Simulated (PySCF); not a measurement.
## Electronic structure of C$_{2}$H$_{12}$NOSi$_{3}$ (doublet) in real space

```yaml
atoms:
  - { symbol: C, position_ang: [-1.7532, 0.7320, 1.0816] }
  - { symbol: N, position_ang: [-1.0172, -0.0342, 0.1109] }
  - { symbol: C, position_ang: [-1.8405, -1.0184, -0.5460] }
  - { symbol: Si, position_ang: [0.3874, 0.6104, -0.6526] }
  - { symbol: Si, position_ang: [1.7959, 1.4549, 0.9465] }
  - { symbol: O, position_ang: [1.0796, -0.6374, -1.4375] }
  - { symbol: Si, position_ang: [1.9327, -2.0093, -1.5495] }
  - { symbol: H, position_ang: [-1.0863, 1.4273, 1.5873] }
  - { symbol: H, position_ang: [-2.1961, 0.0640, 1.8267] }
  - { symbol: H, position_ang: [-2.5648, 1.3057, 0.6150] }
  - { symbol: H, position_ang: [-2.6659, -0.5539, -1.0994] }
  - { symbol: H, position_ang: [-2.2670, -1.7014, 0.1949] }
  - { symbol: H, position_ang: [-1.2309, -1.5875, -1.2415] }
  - { symbol: H, position_ang: [0.0918, 1.4851, -1.8070] }
  - { symbol: H, position_ang: [1.4361, 2.8337, 1.3062] }
  - { symbol: H, position_ang: [1.8504, 0.7174, 2.2165] }
  - { symbol: H, position_ang: [3.1840, 1.5150, 0.4755] }
  - { symbol: H, position_ang: [3.3432, -1.6466, -1.5188] }
  - { symbol: H, position_ang: [1.5111, -2.9476, -0.5161] }
```

Geometry: GFN2-xTB.

Level of theory: PySCF 2.14.0, density-fitted response routines, UKS B3LYP, pcH-1 on C H N O Si, non-relativistic, mean-field spin-orbit, GIAO.

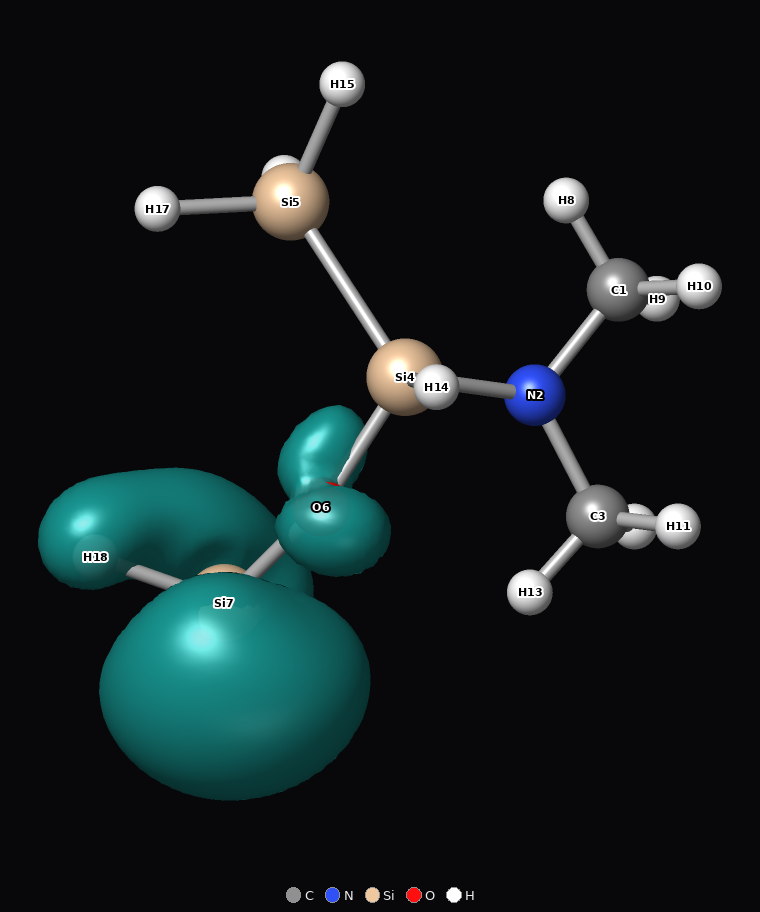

Figure 1. Isosurfaces of the spin density (α minus β) at +0.015 (teal) and −0.015 e/Å³ (pink), seen across its widest extent.

**Which atoms carry the spin?**

The unpaired spin (1 electron) lies mostly on Si7 (about 0.8) and O6 (about 0.1), in electrons by Hirshfeld's partition. Only one sign reaches the isovalue.

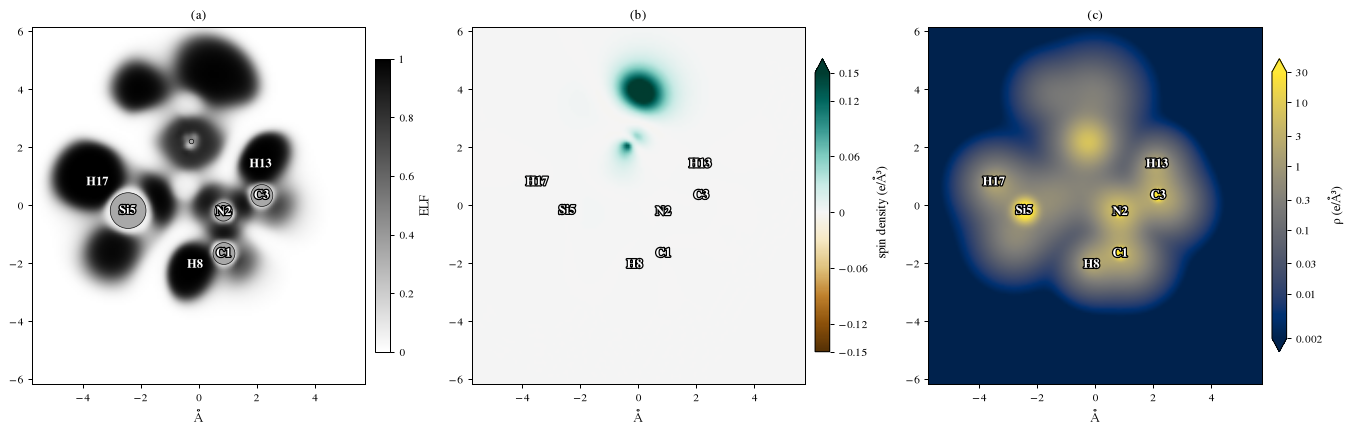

Figure 2. (a) electron localisation function; (b) spin density; (c) total electron density on the plane of atoms N2, C1 and H8. Grey discs cover the atomic cores in the ELF map.

**Read the bonding off the picture.**

- The plane passes through C, N, Si and H nuclei.
- C–N (1.44 Å): the density is about 1.9 e/Å³ at the midpoint; the ELF peaks at about 0.90 between the atoms, as expected for a covalent bond.
- C–H (1.09 Å): the density is about 2 e/Å³ at the midpoint; the ELF climbs to about 1 towards the hydrogen, as it does in any bond to H: an ordinary covalent bond to hydrogen.
- Si–H (1.47 Å): the density is about 0.8 e/Å³ at the midpoint; the ELF climbs to about 1 towards the hydrogen.

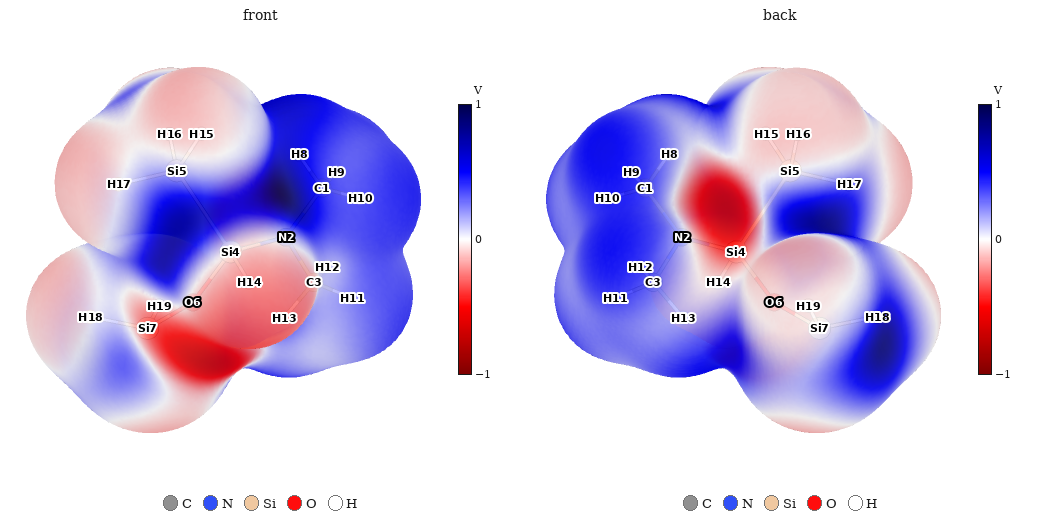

Figure 3. The molecular electrostatic potential painted on the density surface at 0.001 e/bohr³, seen from the front and from behind; the colour scale runs from red (negative) to blue (positive).

**Where is the surface potential most negative and most positive?**

The most negative region (about −0.6 V, or −14 kcal/mol for a unit charge) lies over N2 and O6, the most positive (about +0.8 V, or +18 kcal/mol for a unit charge) over Si4, Si5 and Si7.
